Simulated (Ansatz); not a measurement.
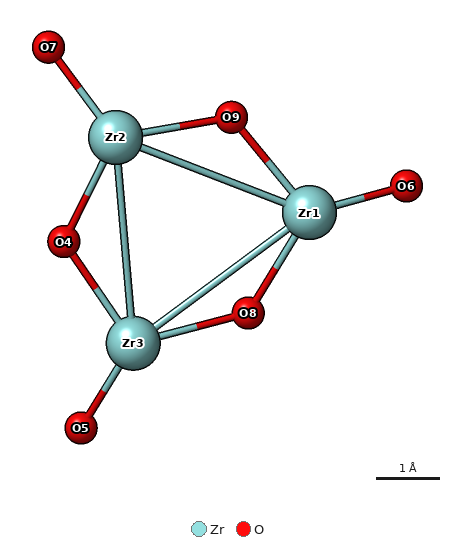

The structure (ball-and-stick view, seen at a tilt; atoms are numbered from 1 in the order of the input). Sticks mark near contacts. Bond lengths as drawn: O–Zr 1.80 to 2.00 Å and Zr–Zr 3.49 Å.

# Zr3O6 (charge −1): single-point calculation

The run: single-point calculation of Zr3O6, charge −1, multiplicity 2. Method and program: UKS SPW92/def2-TZVPD (Ansatz 0.2.0).

The geometry comes from this level: PBE-D4/def2-SVP.

## Input
```yaml
crystal:
  periodic: [false, false, false]
  atoms:
    - {symbol: Zr, position_ang: [0.948089, 1.583186, -0.871821]}
    - {symbol: Zr, position_ang: [1.057980, -1.725118, 0.248163]}
    - {symbol: Zr, position_ang: [-2.019093, -0.149111, -0.237403]}
    - {symbol: O, position_ang: [-0.904905, -1.577822, 0.615348]}
    - {symbol: O, position_ang: [-3.723607, -0.017678, 0.317070]}
    - {symbol: O, position_ang: [1.763586, 3.184394, -0.842174]}
    - {symbol: O, position_ang: [1.970603, -2.932609, 1.217245]}
    - {symbol: O, position_ang: [-1.009801, 1.567041, -0.453731]}
    - {symbol: O, position_ang: [1.917148, 0.067717, 0.007303]}
basis:
  gaussian: {orbitals: def2-TZVPD}
total_charge: -1
magnetization: {spin_polarized: true, initial_magnetization: 1}
hamiltonian: {xc: {name: SPW92}}
charge: 1
```

Hardware: 4 threads of Intel Xeon @ 2.50GHz, 31 GiB of memory available, shared host.

Command:
```bash
ansatz run in.yaml --threads 4 --pin off --events-out ev --progress --plain --max-ram 6963MiB
```

## Output
```
Error: YAML parse error: error: line 18 column 1: unknown field `charge`, expected one of crystal, accuracy, basis, kpoints, hamiltonian, magnetization, projection, total_charge, correlation, batch, efield, external_charges, scf, relax, neb, saddle, md, ramp, phonons, dielectric, real_time, elastic, magnetic_configurations, gw, evaluate, workflow, output, checkpoint, execution
  --> <input>:18:1
   |
16 | magnetization: {spin_polarized: true, initial_magnetization: 1}
17 | hamiltonian: {xc: {name: SPW92}}
18 | charge: 1
   | ^ unknown field `charge`, expected one of crystal, accuracy, basis, kpoints, hamiltonian, magnetization, projection, total_charge, correlation, batch, efield, external_charges, scf, relax, neb, saddle, md, ramp, phonons, dielectric, real_time, elastic, magnetic_configurations, gw, evaluate, workflow, output, checkpoint, execution
```

## What the run reported

| quantity | value |
| --- | --- |
| outcome | refused by the program |

## Diagnosis

The input was spoiled on purpose: key. The program refused the input: “YAML parse error: error: line 18 column 1: unknown field `charge`, expected one of crystal, accuracy, basis, kpoints, hamiltonian, magnetization, projection, total_charge, correlation, batch, efield, external_charges, scf, relax, neb, saddle, md, ramp, phonons, dielectric, real_time, elastic, magnetic_configurations, …”
